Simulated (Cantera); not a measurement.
Feed: 1 mol Si, 0.22 mol CO₂, 32 mol H₂, held at 1.20e-6 bar.

Method: chemical equilibrium by Gibbs-energy minimisation in Cantera with the NASA 1993 tables (ideal gas, pure condensed phases). Candidate condensed phases: C, C₆H₆, C₇H₈, C₈H₁₈, H₂O, Si, SiC, SiO₂; 123 gas species. Equilibrium is a limit: real reactors are often held back by kinetics, nucleation or transport.

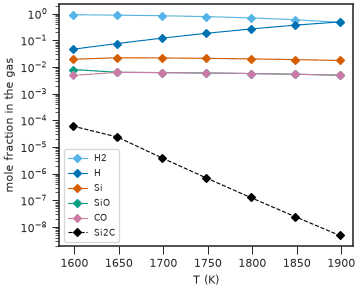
Figure: Equilibrium gas composition (values under 1e-9 drawn at 1e-9)

At 1598 K the condensed part is SiC(s). From 1648 K to 1898 K nothing is condensed. The main Si-bearing gas is Si throughout.
